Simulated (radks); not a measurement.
## Atomic calculation for V

- system: atomic vanadium (V) in the configuration [Ar] 3d1 4s2 5s2 (high spin).
- method: scalar-relativistic Kohn-Sham, PBEsol, spin-polarised, spherical densities, point nucleus (the in-house radial solver radks)

**Key numbers**

| quantity | value |
| --- | --- |
| outcome | converged |
| total energy | −947.070917 hartree |
| kinetic energy | 955.799948 hartree |
| electron–nucleus energy | −2239.5223 hartree |
| Hartree energy | 379.956179 hartree |
| exchange–correlation energy | −43.304771 hartree |
| radius at density 0.001 e/bohr³ | 5.81 bohr |
| SCF iterations | 14 |
| hardware | 1 CPU thread, shared host |

**Input**
```
Z 23
configuration [Ar] 3d1 4s2 5s2
relativity scalar-relativistic
functional pbe_sol,pbe_sol
spin polarised
nucleus point
c 137.035999084
```

Energies in input and log are in hartree, lengths in bohr.

**The program's output**
```
1s      1   1.0000        -197.72874113
2s      1   1.0000         -23.00803364
2p      1   3.0000         -19.35851402
3s      1   1.0000          -3.36181059
3p      1   3.0000          -2.38284182
3d      1   1.0000          -0.88937257
4s      1   1.0000          -0.49288852
5s      1   1.0000          -0.08724377
1s      2   1.0000        -197.72879124
2s      2   1.0000         -22.99065164
2p      2   3.0000         -19.34509579
3s      2   1.0000          -3.31745766
3p      2   3.0000          -2.33939561
3d      2   0.0000          -0.84836684
4s      2   1.0000          -0.48273354
5s      2   1.0000          -0.08589628
Etot -947.0709167428998
Ekin 955.799947541443
Encl -2239.522272158885
Eh 379.95617913344734
Exc -43.30477125890552
err 4.120580917326154e-09
it 14
```

**Orbitals**

```
orbital  occupation  energy (eV)  ⟨r⟩ (bohr)  outer maximum (bohr)
1s down           1      −5380.5     0.06650                0.0435
  1s up           1      −5380.5     0.06650                0.0435
  2s up           1     −626.080      0.3086                 0.256
2s down           1     −625.608      0.3084                 0.256
  2p up           3     −526.772      0.2744                 0.208
2p down           3     −526.407      0.2742                 0.208
  3s up           1      −91.480      0.9276                 0.812
3s down           1      −90.273      0.9286                 0.812
  3p up           3      −64.840      0.9784                 0.832
3p down           3      −63.658      0.9803                 0.832
  3d up           1      −24.201       1.131                 0.827
3d down           0      −23.085       1.142                 0.830
  4s up           1      −13.412       2.596                  2.30
4s down           1      −13.136       2.623                  2.32
  5s up           1       −2.374       6.689                  6.15
5s down           1       −2.337       6.747                  6.22
```

**Slater integrals of the outer shells (hartree)**

| integral | value |
| --- | --- |
| F0(5s,5s) | 0.1344 |
| F0(5s,4s) | 0.1683 |
| G0(5s,4s) | 0.0087 |
| F0(5s,3d) | 0.1790 |
| G2(5s,3d) | 0.0058 |
| F0(5s,3p) | 0.1801 |
| G1(5s,3p) | 0.0043 |
| F0(4s,4s) | 0.3468 |
| F0(4s,3d) | 0.4326 |
| G2(4s,3d) | 0.0528 |
| F0(4s,3p) | 0.4405 |
| G1(4s,3p) | 0.0331 |
| F0(3d,3d) | 0.8118 |
| F2(3d,3d) | 0.3850 |
| F4(3d,3d) | 0.2415 |
| F0(3d,3p) | 0.8609 |
| F2(3d,3p) | 0.4145 |
| G1(3d,3p) | 0.5134 |
| G3(3d,3p) | 0.3137 |
| F0(3p,3p) | 0.9227 |

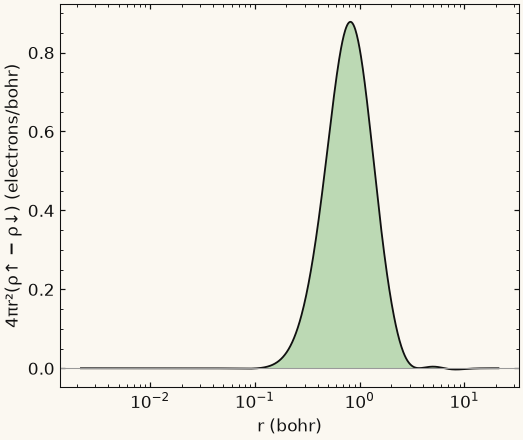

**Figure 1.** The radial spin density. The curve integrates to 1 unpaired electron, held by 3d (+1). Its largest value, 0.878 electrons/bohr, lies near r = 0.82 bohr. Regions of the opposite sign hold 0.013 electrons in all, from the polarisation of filled shells.

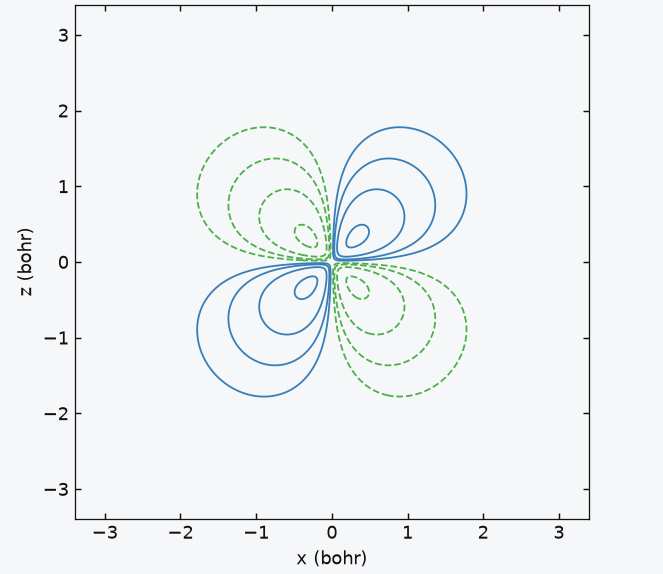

**Figure 2.** The 3d(xz) orbital of down spin. In the xz plane through the nucleus, contours of ψ are drawn, solid for positive and dashed for negative values, each about twice the one before. The radial function comes from the spherical calculation and is multiplied by a real spherical harmonic; the overall sign is chosen so that the largest lobe of P(r) is positive; at the scalar-relativistic level it is the large component. It has the nodal planes xy and yz and no radial node. The maximum of P² lies at 0.830 bohr, ⟨r⟩ = 1.14 bohr, 90 % of the charge lies within 1.90 bohr, and the eigenvalue is −23.1 eV (the orbital is empty).

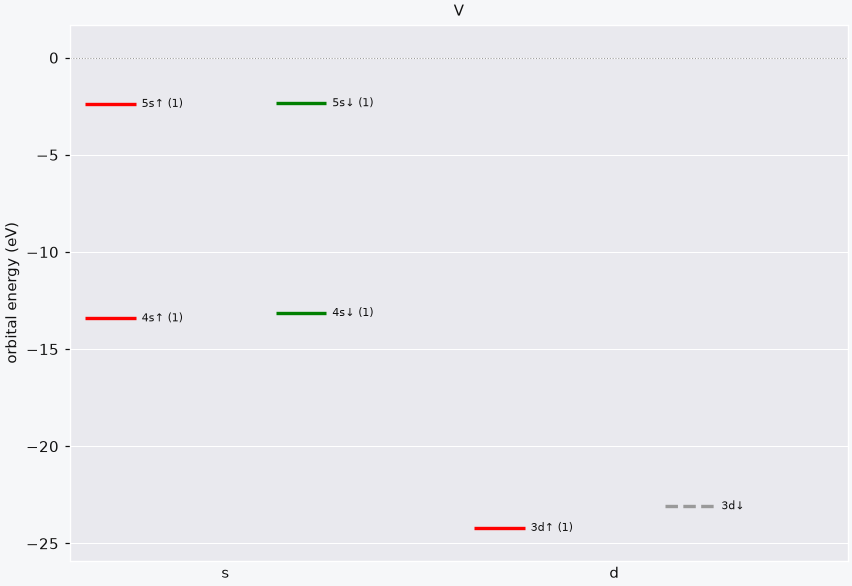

**Figure 3.** The outer levels are drawn by angular momentum (occupations in brackets, up spins at the left of each column and down spins at the right, empty levels dashed). The highest occupied level is 5s down at −2.34 eV. From the top down the occupied levels run 5s down (−2.34 eV), 5s up (−2.37 eV), 4s down (−13.1 eV), 4s up (−13.4 eV), 3d up (−24.2 eV). The lowest empty level drawn is 3d down at −23.1 eV, below the highest occupied one, so this filling isn't the aufbau one. The largest exchange splitting (down less up) among the shells drawn in both spins is that of 3d, 1.12 eV. The order isn't aufbau: the empty 3d down level lies under the highest occupied one.

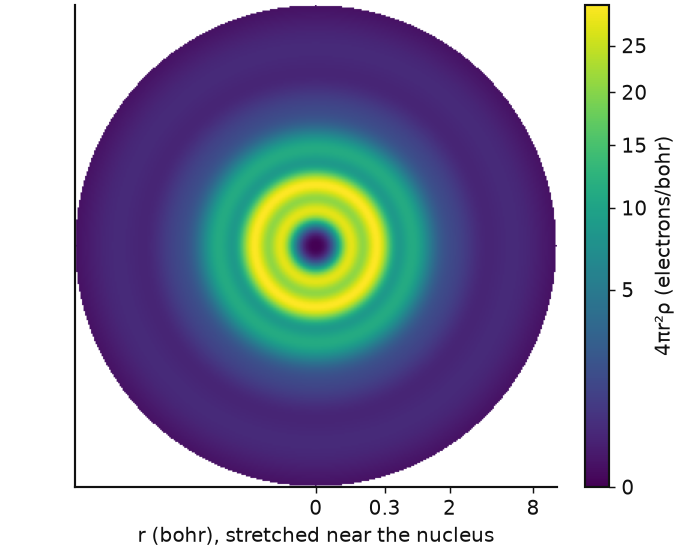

**Figure 4.** The radial density 4πr²ρ as a disc about the nucleus, with the radius drawn as r to the power 0.35. There are 4 maxima, at r = 0.0461, 0.214, 0.796 and 6.07 bohr, parted by minima at 0.103, 0.529 and 4.24 bohr, inside which lie 2.1, 10.4 and 21.1 electrons. The outermost maximum is faint. The configuration has 5 principal shells, so not every shell has a maximum of its own.
